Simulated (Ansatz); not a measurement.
CH$_{2}$GeTe (SMILES [CH2]=[Ge]=[Te])

```json
{"atom": "C", "x (Å)": "-1.0189", "y (Å)": "-1.5215", "z (Å)": "0.9331"}
{"atom": "Ge", "x (Å)": "0.4043", "y (Å)": "-0.6193", "z (Å)": "1.4455"}
{"atom": "Te", "x (Å)": "2.2768", "y (Å)": "0.5770", "z (Å)": "2.1505"}
{"atom": "H", "x (Å)": "-1.8794", "y (Å)": "-0.9895", "z (Å)": "0.5215"}
{"atom": "H", "x (Å)": "-1.0261", "y (Å)": "-2.6111", "z (Å)": "1.0057"}
```

Geometry: PBE0-D3(BJ)/def2-SVP; core potentials replace the inner electrons of Te.

Computed with isolated molecule in a Gaussian basis; Kohn-Sham density functional theory, functional PBE0 in Ansatz 0.2.0.

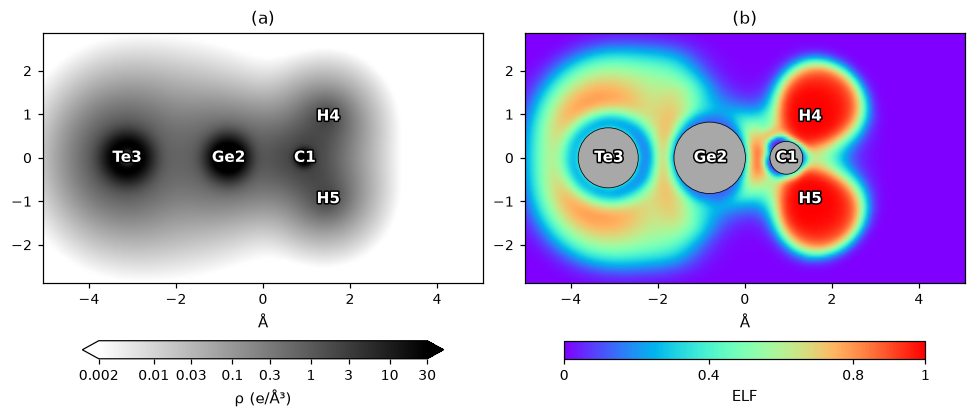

Figure 1. (a) electron density; (b) electron localisation function on the molecular plane. Grey discs cover the atomic cores in the ELF map.

What does the map show?

Answer. The plane passes through C, Ge, Te and H nuclei. C–Ge (1.76 Å): ρ at the midpoint is about 1.1 e/Å³; the ELF peaks at about 0.80 in the valence shell of C, 0.7 Å from its nucleus, and is about 0.50 at the midpoint. Ge–Te (2.33 Å): ρ is about 0.68 e/Å³ halfway; the ELF peaks at about 0.65 in the valence shell of Te, 1.3 Å from its nucleus, and drops to about 0.20 between the two atoms. C–H (1.09 Å): ρ at the midpoint is about 1.9 e/Å³; the ELF climbs to about 1 towards the hydrogen, as it does in any bond to H (a covalent bond by its length).

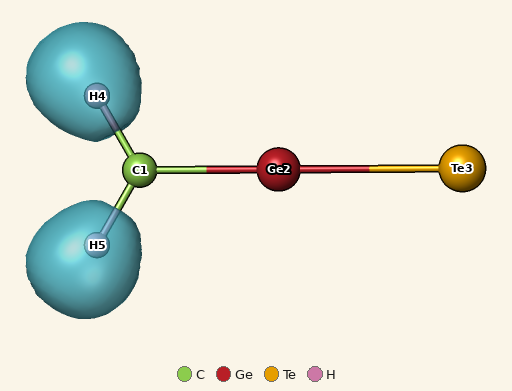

Figure 2. Isosurface of the electron localisation function at 0.9 (cyan), seen across its widest extent. Only the valence region is drawn (cores and ρ < 0.01 e/Å³ removed).

Identify the bonds, lone pairs and shells in this picture.

Answer. At this value the surface marks out two regions around hydrogen nuclei.

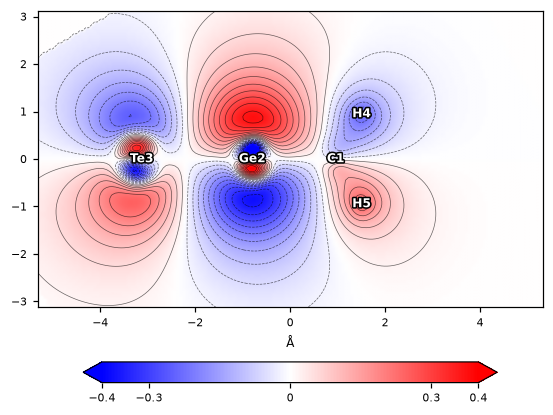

Figure 3. The LUMO on the molecular plane (values in Å⁻³ᐟ²; the overall sign is arbitrary).

What is the character of this orbital?

Answer. By Hirshfeld shares it lies mainly on Ge2 (about 60 %), Te3 (about 30 %) and C1 (about 5 %); it is symmetric in the molecular plane (an in-plane orbital: σ, lone-pair or in-plane π type). Its energy is −2.53 eV.

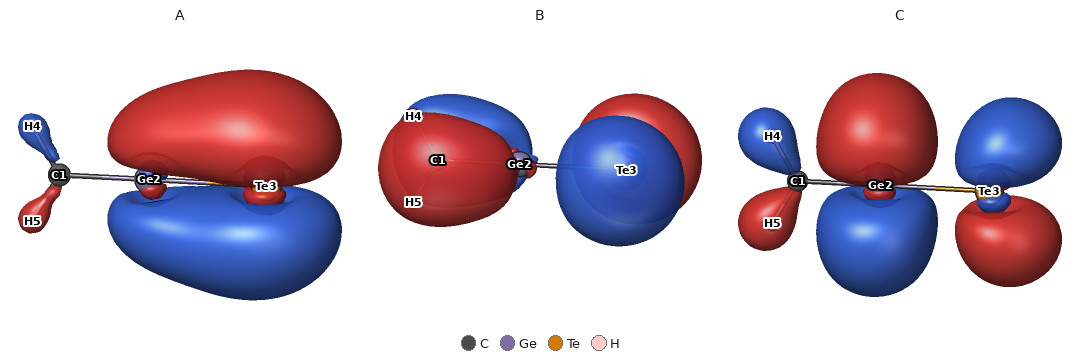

Figure 4. Three frontier orbitals at ±0.08 Å⁻³ᐟ² (red and blue are the two phases), in no order.

Which picture is the HOMO−1, the HOMO and the LUMO?

Answer. A is the HOMO−1 (−7.29 eV). It lies mainly on Te3 (about 75 %) and Ge2 (about 25 %); it is symmetric in the molecular plane (an in-plane orbital: σ, lone-pair or in-plane π type). B is the HOMO (−6.22 eV). By Hirshfeld shares it lies mainly on Te3 (about 45 %), C1 (about 35 %) and Ge2 (about 15 %); it changes sign across the molecular plane (π type); π-bonding across C1–Ge2; π-antibonding (a node) across Ge2–Te3. C is the LUMO (−2.53 eV). By Hirshfeld shares it lies mainly on Ge2 (about 60 %), Te3 (about 30 %) and C1 (about 5 %); it is symmetric in the molecular plane (an in-plane orbital: σ, lone-pair or in-plane π type).

What is the HOMO–LUMO gap?

Answer. 3.69 eV between the orbital energies.
